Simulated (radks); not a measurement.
Level of theory: scalar-relativistic Kohn-Sham, BLYP, spin-polarised, spherical densities, finite nucleus. Computed with the in-house radial solver radks. The occupation of the 5d shell is varied from Re⁴⁺ ([Xe] 4f14 5d3 (high spin)) to Re³⁺ ([Xe] 4f14 5d4 (high spin)), with spherical fractional occupations. Wanted, and plotted below: the total energy less the straight line between the end points, and the eigenvalue of 5d↑ (the dashed line is minus the energy to take the whole electron out).

The curve is convex (below the straight line), with the largest deviation among the points computed, −1.59 eV, at 0.5. The end points differ by 40.3 eV, the energy to take the electron out. The eigenvalue, which is the slope of the energy (Janak's theorem), moves from −46.7 eV at 0 to −34.0 eV at 1; for a straight line it would stay constant, and a parabola would sag by an eighth of this change, scaled to a whole electron, 1.59 eV. Convexity is the mark of the delocalisation error, which puts fractional charges too low; for p, d and f shells the spherical spreading of the fraction adds to it.

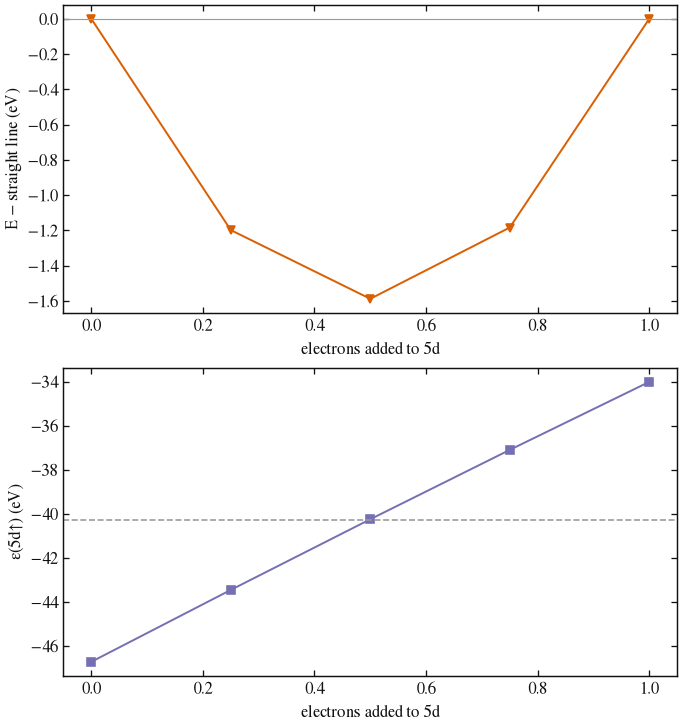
